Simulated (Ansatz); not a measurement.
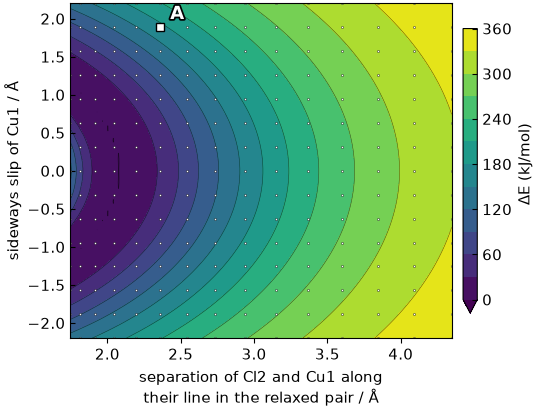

ClCu. The first coordinate is: separation of Cl2 and Cu1 along their line in the relaxed pair; the second: sideways slip of Cu1. Nothing is relaxed (both partners rigid). The scan uses a 15 × 15 grid; 119 points were computed and 106 follow by symmetry. Points are written as (first, second). Energies are in kJ/mol, from the lowest grid point. Level of theory: RKS PBE-D4/def2-SVPD in Ansatz 0.2.0.

Drawn: filled contours, dots at the grid points, the point A. Between grid points the surface is interpolated.

Question: Which way does the force act at A, and how strong is it?

Answer: A, at (2.362 Å, 1.886 Å), is not a stationary point. The computed force is 145 kJ/mol for each Å towards smaller values of the first coordinate and 116 kJ/mol for each Å towards smaller values of sideways slip of Cu1.
